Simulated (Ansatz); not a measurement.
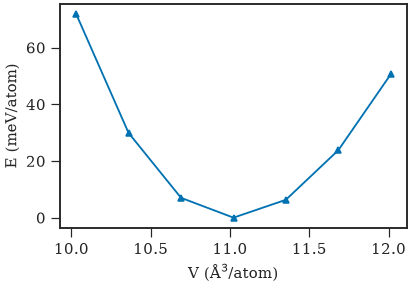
*Ni$_{3}$Ge (Cu3Au type, Pm-3m) under volume change, plane-wave PAW r²SCAN (Ansatz code), scaled uniformly.*

**Question.** What does a third-order Birch–Murnaghan fit give for V₀, B₀ and B′?

**Answer.** V₀ = 11.02 Å³/atom, B₀ = 215 GPa, B′ = 4.9.

The workflow started from a Materials Project entry (that database holds measured and hypothetical structures alike); the Crystallography Open Database copy checked does not list it. Its standing as an ambient phase is unchecked. The cell was relaxed with r²SCAN under the symmetry of its start; its stability against distortions is not shown here. The run is not spin-polarised.

Potentials: the later of the program's two PAW sets.
